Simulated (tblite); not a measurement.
Run report: C₂H₇BGeO, geometry relaxation (part 3 of 3)

C₂H₇BGeO; IPEA1-xTB, R-SCC (tblite 0.8.0). The geometry: force field.

Geometry of the input (Å):
```
B  -1.4150  0.7283  -0.3855
C  -0.3774  0.0085  0.4808
C  0.9588  0.6965  0.5152
O  1.8491  -0.2460  -0.1734
Ge 0.4346  -1.4195  -0.4957
H  -2.5433  0.9814  0.0395
H  -1.1708  1.1559  -1.4805
H  -0.7002  -0.2870  1.4752
H  1.0265  1.6933  0.0481
H  1.3581  0.7964  1.5976
H  0.5807  -2.7086  0.3771
H  0.0757  -1.4543  -1.9645
```

### Trajectory as extended XYZ, continued
```
12
Properties=species:S:1:pos:R:3:forces:R:3 step=68 energy=-471.19941
B    -1.3503    0.4665   -0.4293    0.0071   0.0022   0.0045
C    -0.3567    0.4305    0.7389    0.0008   0.0041   0.0040
C     1.1196    0.7871    0.6312    0.0000  -0.0015  -0.0017
O     1.6919   -0.2850   -0.1498   -0.0014  -0.0001   0.0032
Ge    0.1425   -1.1870   -0.5893   -0.0006  -0.0158  -0.0052
H    -2.4765    0.0881   -0.2474   -0.0039  -0.0013  -0.0015
H    -1.1121    1.1018   -1.4273   -0.0022   0.0027  -0.0036
H    -0.5944   -0.0284    1.7047    0.0005  -0.0007   0.0007
H     1.2857    1.7451    0.1321   -0.0058  -0.0029  -0.0020
H     1.5951    0.8244    1.6147    0.0029   0.0014  -0.0004
H     0.0462   -2.5058    0.1022   -0.0009   0.0081  -0.0041
H     0.0859   -1.4925   -2.0468    0.0035   0.0036   0.0061
12
Properties=species:S:1:pos:R:3:forces:R:3 step=71 energy=-471.19945
B    -1.3501    0.4664   -0.4283    0.0025   0.0002  -0.0003
C    -0.3560    0.4304    0.7394   -0.0019   0.0072   0.0008
C     1.1199    0.7876    0.6310   -0.0001  -0.0017   0.0003
O     1.6925   -0.2883   -0.1442   -0.0013  -0.0037   0.0037
Ge    0.1425   -1.1872   -0.5897   -0.0026  -0.0099  -0.0011
H    -2.4759    0.0865   -0.2466   -0.0070  -0.0037   0.0035
H    -1.1152    1.1035   -1.4258    0.0062   0.0031  -0.0022
H    -0.5922   -0.0301    1.7051    0.0004   0.0000  -0.0046
H     1.2860    1.7432    0.1271   -0.0090  -0.0026  -0.0034
H     1.5946    0.8305    1.6145    0.0072  -0.0022   0.0009
H     0.0397   -2.5068    0.0990    0.0041   0.0071  -0.0010
H     0.0910   -1.4909   -2.0477    0.0016   0.0063   0.0034
12
Properties=species:S:1:pos:R:3:forces:R:3 step=73 energy=-471.19947
B    -1.3499    0.4662   -0.4280   -0.0052  -0.0003  -0.0033
C    -0.3559    0.4307    0.7396   -0.0003   0.0001  -0.0018
C     1.1199    0.7877    0.6310    0.0005  -0.0007   0.0022
O     1.6926   -0.2894   -0.1424   -0.0008  -0.0050   0.0030
Ge    0.1425   -1.1876   -0.5899   -0.0039   0.0098   0.0034
H    -2.4758    0.0858   -0.2461   -0.0004  -0.0012   0.0022
H    -1.1158    1.1041   -1.4254    0.0063  -0.0001   0.0014
H    -0.5915   -0.0305    1.7050   -0.0012   0.0000  -0.0022
H     1.2856    1.7425    0.1255   -0.0058  -0.0017  -0.0035
H     1.5947    0.8321    1.6145    0.0054  -0.0015  -0.0016
H     0.0378   -2.5069    0.0981    0.0043  -0.0033   0.0044
H     0.0925   -1.4898   -2.0479    0.0011   0.0039  -0.0041
12
Properties=species:S:1:pos:R:3:forces:R:3 step=75 energy=-471.19949
B    -1.3500    0.4662   -0.4280   -0.0062  -0.0007  -0.0019
C    -0.3558    0.4308    0.7396    0.0007  -0.0054  -0.0008
C     1.1200    0.7876    0.6309    0.0002   0.0004   0.0010
O     1.6927   -0.2909   -0.1404   -0.0014  -0.0028   0.0020
Ge    0.1423   -1.1878   -0.5898   -0.0032   0.0154   0.0029
H    -2.4758    0.0856   -0.2453    0.0046   0.0016  -0.0015
H    -1.1159    1.1047   -1.4251    0.0032  -0.0027   0.0038
H    -0.5910   -0.0312    1.7046   -0.0037  -0.0006   0.0024
H     1.2845    1.7416    0.1236    0.0017  -0.0010  -0.0022
H     1.5952    0.8335    1.6143    0.0008   0.0016  -0.0047
H     0.0368   -2.5069    0.0977    0.0032  -0.0075   0.0047
H     0.0940   -1.4884   -2.0481    0.0001   0.0016  -0.0058
12
Properties=species:S:1:pos:R:3:forces:R:3 step=78 energy=-471.19950
B    -1.3504    0.4666   -0.4276    0.0026  -0.0013   0.0022
C    -0.3557    0.4304    0.7396   -0.0017   0.0000   0.0028
C     1.1200    0.7875    0.6308   -0.0015   0.0001  -0.0020
O     1.6931   -0.2928   -0.1376   -0.0016  -0.0003   0.0004
Ge    0.1420   -1.1873   -0.5897   -0.0008  -0.0048  -0.0015
H    -2.4759    0.0856   -0.2446   -0.0006   0.0004  -0.0021
H    -1.1163    1.1055   -1.4244    0.0023  -0.0008   0.0018
H    -0.5906   -0.0323    1.7044   -0.0034  -0.0007   0.0023
H     1.2837    1.7403    0.1209    0.0045  -0.0007  -0.0015
H     1.5954    0.8360    1.6138   -0.0010   0.0030  -0.0019
H     0.0353   -2.5074    0.0969    0.0031   0.0022  -0.0017
H     0.0963   -1.4870   -2.0486   -0.0018   0.0029   0.0012
12
Properties=species:S:1:pos:R:3:forces:R:3 step=80 energy=-471.19951
B    -1.3505    0.4665   -0.4273    0.0041  -0.0008   0.0015
C    -0.3558    0.4302    0.7399   -0.0017   0.0031   0.0023
C     1.1198    0.7876    0.6306   -0.0011  -0.0007  -0.0007
O     1.6930   -0.2938   -0.1362    0.0002  -0.0004  -0.0012
Ge    0.1418   -1.1873   -0.5897    0.0002  -0.0093  -0.0009
H    -2.4759    0.0856   -0.2446   -0.0036  -0.0009  -0.0009
H    -1.1164    1.1057   -1.4238    0.0027   0.0007  -0.0003
H    -0.5907   -0.0328    1.7046    0.0001   0.0006   0.0003
H     1.2840    1.7397    0.1195   -0.0001  -0.0011  -0.0020
H     1.5955    0.8375    1.6134   -0.0003   0.0021   0.0028
H     0.0348   -2.5077    0.0963    0.0022   0.0038  -0.0032
H     0.0972   -1.4863   -2.0489   -0.0027   0.0029   0.0022
12
Properties=species:S:1:pos:R:3:forces:R:3 step=83 energy=-471.19952
B    -1.3504    0.4663   -0.4271   -0.0007   0.0001  -0.0004
C    -0.3559    0.4303    0.7402    0.0012  -0.0008  -0.0003
C     1.1197    0.7876    0.6305    0.0009  -0.0002   0.0014
O     1.6927   -0.2945   -0.1354    0.0010   0.0006  -0.0004
Ge    0.1415   -1.1876   -0.5898    0.0007   0.0020   0.0011
H    -2.4760    0.0856   -0.2445    0.0000   0.0003  -0.0018
H    -1.1159    1.1057   -1.4234    0.0011  -0.0004   0.0000
H    -0.5910   -0.0329    1.7048    0.0024   0.0017   0.0012
H     1.2840    1.7392    0.1185   -0.0022  -0.0014  -0.0013
H     1.5956    0.8384    1.6131   -0.0015   0.0013   0.0022
H     0.0351   -2.5078    0.0961    0.0001  -0.0033  -0.0010
H     0.0974   -1.4852   -2.0491   -0.0030   0.0003  -0.0007
12
Properties=species:S:1:pos:R:3:forces:R:3 step=85 energy=-471.19952
B    -1.3504    0.4662   -0.4270   -0.0023   0.0004  -0.0004
C    -0.3559    0.4302    0.7403    0.0014  -0.0028  -0.0009
C     1.1197    0.7875    0.6306    0.0006   0.0007   0.0002
O     1.6928   -0.2947   -0.1353    0.0002   0.0004   0.0025
Ge    0.1416   -1.1878   -0.5897    0.0009   0.0055   0.0008
H    -2.4761    0.0857   -0.2447    0.0025   0.0009  -0.0021
H    -1.1154    1.1057   -1.4233    0.0003  -0.0012   0.0006
H    -0.5909   -0.0329    1.7049    0.0014   0.0011   0.0020
H     1.2836    1.7389    0.1180   -0.0008   0.0003   0.0004
H     1.5954    0.8388    1.6133   -0.0013   0.0000  -0.0021
H     0.0353   -2.5080    0.0959   -0.0004  -0.0047  -0.0006
H     0.0971   -1.4847   -2.0491   -0.0024  -0.0008  -0.0005
12
Properties=species:S:1:pos:R:3:forces:R:3 step=87 energy=-471.19953
B    -1.3503    0.4662   -0.4268   -0.0004   0.0007   0.0002
C    -0.3559    0.4299    0.7405   -0.0006  -0.0009  -0.0004
C     1.1197    0.7874    0.6306   -0.0011   0.0012  -0.0015
O     1.6930   -0.2951   -0.1345    0.0001  -0.0010   0.0042
Ge    0.1416   -1.1878   -0.5895    0.0012   0.0008   0.0005
H    -2.4762    0.0858   -0.2450    0.0015   0.0001  -0.0008
H    -1.1151    1.1057   -1.4230    0.0005  -0.0006  -0.0001
H    -0.5906   -0.0329    1.7053    0.0008   0.0002   0.0008
H     1.2834    1.7383    0.1169   -0.0006   0.0029   0.0016
H     1.5951    0.8400    1.6134    0.0005  -0.0016  -0.0038
H     0.0352   -2.5086    0.0953   -0.0002  -0.0012  -0.0021
H     0.0969   -1.4840   -2.0492   -0.0018  -0.0005   0.0015
12
Properties=species:S:1:pos:R:3:forces:R:3 step=90 energy=-471.19953
B    -1.3504    0.4662   -0.4266    0.0020   0.0004   0.0002
C    -0.3559    0.4297    0.7407   -0.0013   0.0019   0.0005
C     1.1196    0.7876    0.6304   -0.0011   0.0002  -0.0005
O     1.6931   -0.2959   -0.1331    0.0006  -0.0011   0.0001
Ge    0.1417   -1.1878   -0.5894    0.0004  -0.0043   0.0009
H    -2.4761    0.0856   -0.2454   -0.0011  -0.0008   0.0008
H    -1.1148    1.1058   -1.4226    0.0007   0.0005  -0.0010
H    -0.5901   -0.0329    1.7057   -0.0002  -0.0005  -0.0013
H     1.2831    1.7379    0.1159   -0.0010   0.0018   0.0004
H     1.5950    0.8412    1.6131    0.0018  -0.0001   0.0004
H     0.0348   -2.5092    0.0943    0.0000   0.0016  -0.0021
H     0.0968   -1.4833   -2.0492   -0.0008   0.0004   0.0015
12
Properties=species:S:1:pos:R:3:forces:R:3 step=92 energy=-471.19953
B    -1.3503    0.4662   -0.4266    0.0004   0.0002  -0.0001
C    -0.3559    0.4298    0.7408    0.0001   0.0003   0.0002
C     1.1195    0.7876    0.6304    0.0002   0.0001   0.0004
O     1.6931   -0.2960   -0.1330    0.0000   0.0004  -0.0007
Ge    0.1417   -1.1879   -0.5893   -0.0002  -0.0004   0.0006
H    -2.4761    0.0856   -0.2455    0.0001  -0.0001   0.0003
H    -1.1145    1.1057   -1.4226    0.0001   0.0000  -0.0004
H    -0.5900   -0.0328    1.7058   -0.0010  -0.0007  -0.0007
H     1.2829    1.7380    0.1159   -0.0001   0.0001   0.0000
H     1.5951    0.8411    1.6130    0.0010   0.0009   0.0004
H     0.0349   -2.5093    0.0941   -0.0003  -0.0007  -0.0005
H     0.0964   -1.4831   -2.0491   -0.0003   0.0000   0.0003
```

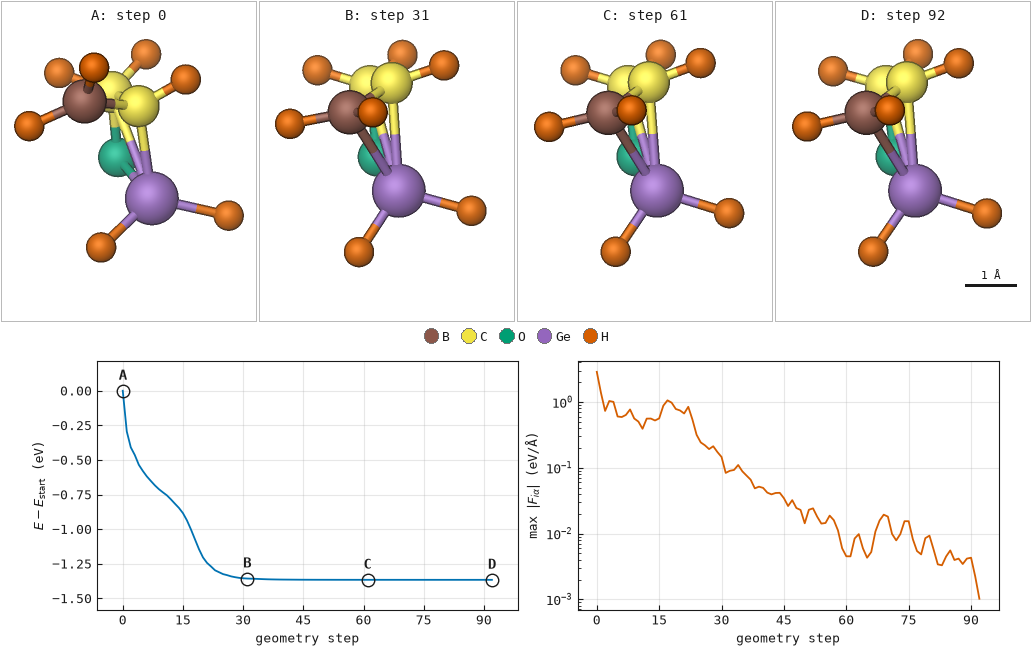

Fig. 1: Frames of the relaxation (ball-and-stick view, seen at a tilt) above the curves, on which the letters mark them (steps are counted from 0).

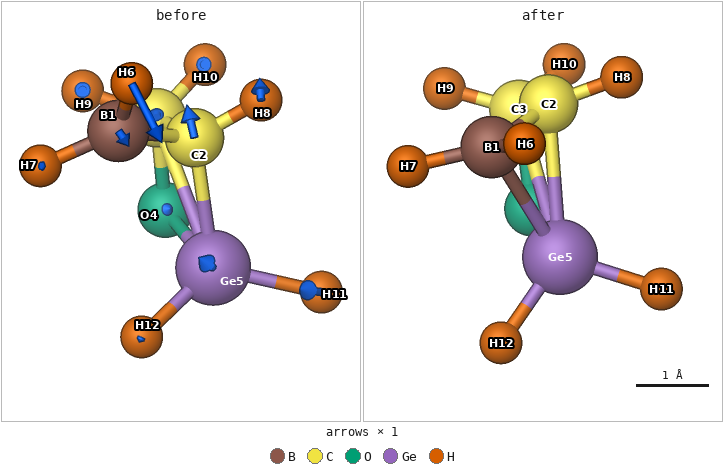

Fig. 2: Before (left) and after (right) the relaxation, at one scale (ball-and-stick view, seen at a tilt). The blue arrows give the displacements, at true length. After 92 geometry steps the energy has fallen by 1.366 eV. The largest force component goes from 2.9 to 0.001 eV/Å. H6 moves most after the best rigid fit: 0.95 Å. By element the largest moves are H 0.95 Å, C 0.50 Å, Ge 0.38 Å, B 0.28 Å, O 0.17 Å. Among the contacts that change: B1–Ge5 2.837 → 2.234 Å, C2–Ge5 1.911 → 2.153 Å, C3–Ge5 2.403 → 2.519 Å, Ge5–H11 1.564 → 1.492 Å. Among the angles that change: B1–C2–Ge5 110.5° → 72.4°, C2–Ge5–H12 114.4° → 138.4°, H11–Ge5–H12 123.0° → 105.7°. (Atoms are counted from 1 in the order of the input.)

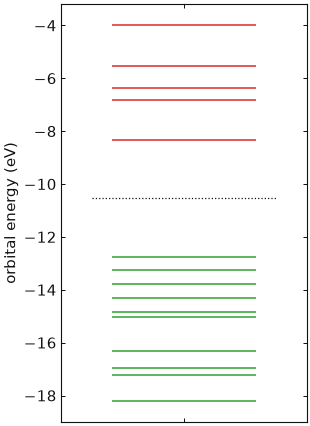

Fig. 3: Orbital energies near the frontier; the dotted line parts filled from empty levels, and levels within 0.02 eV of each other stand side by side. Highest filled −12.76 eV, lowest empty −8.32 eV, 4.44 eV apart.
